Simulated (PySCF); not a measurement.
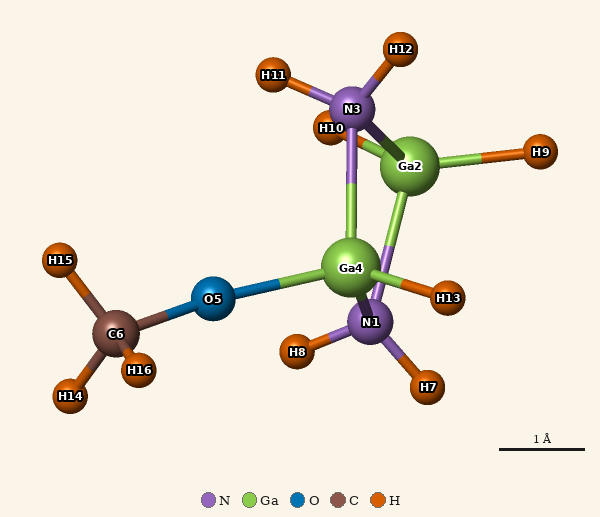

Fig. 1: The input geometry (ball-and-stick view, seen at a tilt; atoms are numbered from 1 in the order of the input). Sticks mark near contacts. Bond lengths as drawn: C–H 1.09 to 1.11 Å, C–O 1.40 Å, Ga–H 1.48 to 1.56 Å, Ga–N 1.99 to 2.03 Å, Ga–O 1.74 Å and H–N 1.02 to 1.05 Å.

## Geometry relaxation of CH$_{10}$Ga$_{2}$N$_{2}$O (part 1 of 2)

System: CH$_{10}$Ga$_{2}$N$_{2}$O, SMILES C[O][GaH-]1[NH2+][GaH2-][NH2+]1.
Method: PBE0-D3(BJ)/def2-SVP geometry optimisation, gas phase (PySCF 2.14.0).

Input file
```
{"job": {"xc": "PBE0", "basis": "def2-SVP", "d3": "d3bj", "grid": 2, "kind": "geom", "shake": 0.01}, "charge": 0, "multiplicity": 1}
N     -0.728122     1.554578     0.311739
Ga    -0.043001     1.211577     2.152145
N      1.022752    -0.308896     1.394931
Ga     0.694376     0.350107    -0.485040
O     -0.127871    -0.908622    -1.355546
C     -0.546404    -1.847176    -2.303770
H     -0.774911     2.537767    -0.036624
H     -1.670723     1.202821     0.155784
H      0.893064     2.364742     2.617816
H     -1.168072     0.666038     3.065200
H      0.598849    -1.221669     1.573022
H      2.025231    -0.412828     1.685602
H      1.803980     1.110040    -1.111390
H     -1.605142    -1.671943    -2.557202
H     -0.450760    -2.869613    -1.886700
H      0.065302    -1.768239    -3.197822
```

The first line tells a small driver script what to run in PySCF; the rest is the geometry in Å.

Launched with:
```bash
OMP_NUM_THREADS=1 python <driver script> task.json out
```

The program's output
```
step   0  E = -4077.23389211  max force = 0.027111
step   1  E = -4077.24375782  max force = 0.015029
step   2  E = -4077.24542351  max force = 0.006744
step   3  E = -4077.24758446  max force = 0.012253
step   4  E = -4077.24878189  max force = 0.010529
step   5  E = -4077.24930511  max force = 0.004633
step   6  E = -4077.24951528  max force = 0.001432
step   7  E = -4077.24957191  max force = 0.001797
step   8  E = -4077.24964364  max force = 0.001485
step   9  E = -4077.24969420  max force = 0.001139
step  10  E = -4077.24975311  max force = 0.000986
step  11  E = -4077.24981439  max force = 0.001678
step  12  E = -4077.24986503  max force = 0.001271
step  13  E = -4077.24988729  max force = 0.000967
step  14  E = -4077.24989339  max force = 0.000460
step  15  E = -4077.24989524  max force = 0.000339
optimisation converged
```

Trajectory as extended XYZ (Å, eV, eV/Å), 16 frames, from step=0 to step=15
```
16
Properties=species:S:1:pos:R:3:forces:R:3 step=0 energy=-110947.18533
N    -0.7281    1.5546    0.3117   -0.0292   0.9103  -0.5688
Ga   -0.0430    1.2116    2.1521   -0.0345   0.1640   0.4301
N     1.0228   -0.3089    1.3949    1.1238  -0.1879   0.0991
Ga    0.6944    0.3501   -0.4850   -0.5130   0.0137   0.6844
O    -0.1279   -0.9086   -1.3556   -1.0385  -1.3317  -0.5787
C    -0.5464   -1.8472   -2.3038    0.3329   0.8220   1.3941
H    -0.7749    2.5378   -0.0366    0.3447  -0.9176   0.4130
H    -1.6707    1.2028    0.1558   -0.0664  -0.2652   0.0268
H     0.8931    2.3647    2.6178    0.2037   0.1567  -0.0457
H    -1.1681    0.6660    3.0652   -0.3098  -0.1896   0.1669
H     0.5988   -1.2217    1.5730   -0.0614   0.0722  -0.0996
H     2.0252   -0.4128    1.6856   -1.1389   0.2954  -0.3591
H     1.8040    1.1100   -1.1114    1.1128   0.7231  -0.4952
H    -1.6051   -1.6719   -2.5572   -0.0638  -0.1118  -0.1811
H    -0.4508   -2.8696   -1.8867   -0.0577   0.0038  -0.1949
H     0.0653   -1.7682   -3.1978    0.1954  -0.1574  -0.6915
16
Properties=species:S:1:pos:R:3:forces:R:3 step=1 energy=-110947.45379
N    -0.7317    1.5309    0.3436   -0.1585  -0.1435  -0.0289
Ga   -0.0478    1.2426    2.2120   -0.0517   0.0677   0.2794
N     0.9887   -0.2929    1.4081   -0.1930  -0.0350  -0.0839
Ga    0.6447    0.3197   -0.4610   -0.1740  -0.3089  -0.5057
O    -0.2758   -1.0055   -1.2751    0.0621   0.4726   0.7728
C    -0.4896   -1.8243   -2.3531   -0.2501  -0.1598   0.2059
H    -0.7543    2.4809   -0.0134    0.1100   0.1963  -0.0221
H    -1.6758    1.1648    0.2080    0.0361  -0.0731   0.0018
H     0.9271    2.4046    2.6308    0.0154  -0.0426  -0.0958
H    -1.1840    0.7067    3.1585   -0.0105  -0.0375  -0.0639
H     0.5516   -1.1969    1.5937   -0.0082  -0.0020  -0.0483
H     1.9644   -0.3884    1.6660    0.2410   0.0379   0.0821
H     1.8155    1.1011   -1.1352    0.0847  -0.0235  -0.0351
H    -1.5356   -1.7132   -2.7088    0.1225   0.0266  -0.2068
H    -0.4007   -2.8878   -2.0456    0.1324   0.0018  -0.1768
H     0.1916   -1.6537   -3.2065    0.0419   0.0229  -0.0748
16
Properties=species:S:1:pos:R:3:forces:R:3 step=2 energy=-110947.49912
N    -0.7381    1.5278    0.3434   -0.0891   0.0597  -0.0556
Ga   -0.0482    1.2440    2.2139   -0.0434   0.0115   0.1695
N     0.9835   -0.2951    1.4054    0.0812  -0.0224   0.0228
Ga    0.6280    0.3075   -0.4642    0.0743   0.0283  -0.2808
O    -0.3062   -1.0097   -1.2341   -0.3062  -0.1108   0.3468
C    -0.4884   -1.8154   -2.3353    0.0190   0.0176   0.0407
H    -0.7502    2.4823   -0.0157    0.0526  -0.0203   0.0515
H    -1.6822    1.1605    0.2122    0.0260  -0.0240  -0.0226
H     0.9391    2.4003    2.6062    0.0282  -0.0042  -0.0570
H    -1.1830    0.7112    3.1616   -0.0122  -0.0288  -0.0445
H     0.5465   -1.1987    1.5923    0.0145  -0.0115  -0.0390
H     1.9667   -0.3871    1.6612   -0.0492   0.0410   0.0157
H     1.8058    1.0703   -1.1564    0.0350  -0.0401  -0.0173
H    -1.5179   -1.7141   -2.7352    0.0583   0.0810  -0.0713
H    -0.3822   -2.8867   -2.0680    0.1092   0.0264  -0.0341
H     0.2152   -1.6083   -3.1654    0.0017  -0.0033  -0.0248
16
Properties=species:S:1:pos:R:3:forces:R:3 step=3 energy=-110947.55792
N    -0.7543    1.5209    0.3425    0.0752   0.1385  -0.0196
Ga   -0.0465    1.2466    2.2151   -0.0131  -0.0752  -0.0393
N     0.9716   -0.3025    1.3998    0.1952   0.0329   0.0874
Ga    0.5809    0.2701   -0.4748    0.4272   0.5310   0.1403
O    -0.3993   -1.0426   -1.1426   -0.6233  -0.6301  -0.0693
C    -0.4744   -1.7885   -2.3023    0.2523   0.1492  -0.1813
H    -0.7432    2.4773   -0.0173   -0.0477  -0.1252   0.0713
H    -1.7000    1.1573    0.2195   -0.0118   0.0465  -0.0550
H     0.9723    2.3918    2.5433    0.0205   0.0353   0.0113
H    -1.1778    0.7237    3.1688   -0.0072  -0.0035  -0.0043
H     0.5386   -1.2067    1.5920    0.0361  -0.0247  -0.0173
H     1.9604   -0.3845    1.6483   -0.1802   0.0171  -0.0158
H     1.7696    0.9791   -1.2153   -0.0500  -0.0643  -0.0092
H    -1.4658   -1.6922   -2.7841   -0.0476   0.0193   0.0233
H    -0.3200   -2.8663   -2.1042    0.0060  -0.0209   0.0392
H     0.2763   -1.4948   -3.0669   -0.0317  -0.0258   0.0383
16
Properties=species:S:1:pos:R:3:forces:R:3 step=4 energy=-110947.59050
N    -0.7670    1.5172    0.3429    0.1658   0.1036  -0.0003
Ga   -0.0401    1.2504    2.2142    0.0069  -0.1124  -0.1627
N     0.9629   -0.3088    1.3977    0.1750   0.0581   0.0723
Ga    0.5300    0.2292   -0.4825    0.3732   0.5348   0.3630
O    -0.5066   -1.0942   -1.0620   -0.4190  -0.5414  -0.2757
C    -0.4560   -1.7606   -2.2781    0.2153   0.1245  -0.1729
H    -0.7369    2.4729   -0.0165   -0.0919  -0.1177   0.0487
H    -1.7172    1.1646    0.2255   -0.0371   0.0777  -0.0566
H     1.0051    2.3871    2.4859   -0.0025   0.0427   0.0550
H    -1.1673    0.7414    3.1773   -0.0003   0.0168   0.0245
H     0.5373   -1.2148    1.5980    0.0401  -0.0259   0.0055
H     1.9544   -0.3804    1.6381   -0.1742  -0.0031  -0.0288
H     1.7191    0.8761   -1.2774   -0.0927  -0.0747  -0.0330
H    -1.4076   -1.6729   -2.8343   -0.0855  -0.0034   0.0454
H    -0.2562   -2.8402   -2.1461   -0.0273  -0.0476   0.0559
H     0.3345   -1.3784   -2.9608   -0.0456  -0.0319   0.0598
16
Properties=species:S:1:pos:R:3:forces:R:3 step=5 energy=-110947.60474
N    -0.7656    1.5218    0.3452    0.1097   0.0074   0.0071
Ga   -0.0372    1.2528    2.2152    0.0002  -0.0755  -0.1149
N     0.9665   -0.3060    1.4035    0.0391   0.0358   0.0129
Ga    0.5206    0.2226   -0.4776    0.1089   0.2033   0.2382
O    -0.5311   -1.1148   -1.0567   -0.1341  -0.2084  -0.1560
C    -0.4531   -1.7620   -2.2840    0.1107   0.0744  -0.0827
H    -0.7356    2.4760   -0.0124   -0.0437  -0.0328   0.0112
H    -1.7187    1.1775    0.2243   -0.0258   0.0499  -0.0284
H     1.0062    2.3932    2.4892   -0.0148   0.0203   0.0426
H    -1.1642    0.7470    3.1808    0.0022   0.0145   0.0187
H     0.5470   -1.2142    1.6068    0.0254  -0.0137   0.0112
H     1.9559   -0.3735    1.6419   -0.0501   0.0016  -0.0174
H     1.7014    0.8509   -1.2913   -0.0476  -0.0492  -0.0565
H    -1.3995   -1.6761   -2.8518   -0.0422   0.0019   0.0442
H    -0.2480   -2.8433   -2.1643   -0.0200  -0.0124   0.0469
H     0.3438   -1.3634   -2.9467   -0.0178  -0.0170   0.0228
16
Properties=species:S:1:pos:R:3:forces:R:3 step=6 energy=-110947.61046
N    -0.7608    1.5258    0.3459    0.0177  -0.0187   0.0005
Ga   -0.0367    1.2528    2.2148   -0.0146  -0.0264  -0.0310
N     0.9715   -0.3022    1.4080   -0.0269   0.0010  -0.0135
Ga    0.5169    0.2199   -0.4714   -0.0399  -0.0260   0.0736
O    -0.5402   -1.1261   -1.0601    0.0404   0.0502   0.0080
C    -0.4518   -1.7647   -2.2904    0.0099  -0.0019  -0.0158
H    -0.7319    2.4794   -0.0110    0.0110   0.0114  -0.0039
H    -1.7171    1.1906    0.2207   -0.0070   0.0145  -0.0016
H     0.9973    2.3994    2.5048   -0.0128   0.0029   0.0206
H    -1.1642    0.7483    3.1814    0.0013   0.0039   0.0050
H     0.5588   -1.2129    1.6153    0.0126  -0.0024   0.0106
H     1.9605   -0.3655    1.6431    0.0182   0.0123  -0.0103
H     1.6874    0.8334   -1.3059   -0.0060  -0.0242  -0.0574
H    -1.4000   -1.6789   -2.8567   -0.0004  -0.0045   0.0129
H    -0.2480   -2.8468   -2.1692   -0.0106   0.0029   0.0060
H     0.3469   -1.3637   -2.9472    0.0071   0.0051  -0.0037
16
Properties=species:S:1:pos:R:3:forces:R:3 step=7 energy=-110947.61200
N    -0.7580    1.5275    0.3448   -0.0149  -0.0117  -0.0027
Ga   -0.0384    1.2514    2.2139   -0.0181  -0.0061   0.0025
N     0.9743   -0.3002    1.4084   -0.0304  -0.0086  -0.0133
Ga    0.5134    0.2161   -0.4698   -0.0510  -0.0612   0.0201
O    -0.5468   -1.1311   -1.0562    0.0772   0.0924   0.0317
C    -0.4505   -1.7639   -2.2890   -0.0313  -0.0263   0.0064
H    -0.7260    2.4810   -0.0119    0.0261   0.0163  -0.0039
H    -1.7163    1.1983    0.2175   -0.0003   0.0036   0.0043
H     0.9895    2.4013    2.5139   -0.0076  -0.0012   0.0112
H    -1.1666    0.7463    3.1797    0.0000  -0.0030  -0.0026
H     0.5671   -1.2126    1.6191    0.0090  -0.0003   0.0085
H     1.9642   -0.3587    1.6403    0.0272   0.0157  -0.0065
H     1.6778    0.8172   -1.3221   -0.0014  -0.0167  -0.0412
H    -1.3982   -1.6784   -2.8562    0.0093  -0.0037  -0.0051
H    -0.2470   -2.8464   -2.1694   -0.0005   0.0047  -0.0057
H     0.3499   -1.3592   -2.9411    0.0068   0.0063  -0.0039
16
Properties=species:S:1:pos:R:3:forces:R:3 step=8 energy=-110947.61395
N    -0.7517    1.5324    0.3419   -0.0429  -0.0007  -0.0046
Ga   -0.0445    1.2477    2.2131   -0.0171   0.0195   0.0427
N     0.9811   -0.2949    1.4081   -0.0205  -0.0148  -0.0086
Ga    0.5121    0.2131   -0.4687   -0.0312  -0.0637  -0.0493
O    -0.5501   -1.1332   -1.0518    0.0602   0.0763   0.0318
C    -0.4523   -1.7659   -2.2850   -0.0475  -0.0313   0.0414
H    -0.7112    2.4864   -0.0130    0.0359   0.0132   0.0002
H    -1.7127    1.2128    0.2099    0.0062  -0.0051   0.0052
H     0.9706    2.4029    2.5360    0.0024  -0.0048  -0.0032
H    -1.1755    0.7364    3.1727   -0.0029  -0.0147  -0.0153
H     0.5847   -1.2111    1.6234    0.0067   0.0006   0.0030
H     1.9728   -0.3429    1.6349    0.0225   0.0189  -0.0004
H     1.6666    0.7958   -1.3488    0.0025  -0.0042  -0.0075
H    -1.4005   -1.6816   -2.8513    0.0144   0.0026  -0.0154
H    -0.2500   -2.8484   -2.1635    0.0090   0.0040  -0.0149
H     0.3490   -1.3608   -2.9359    0.0023   0.0041  -0.0053
```
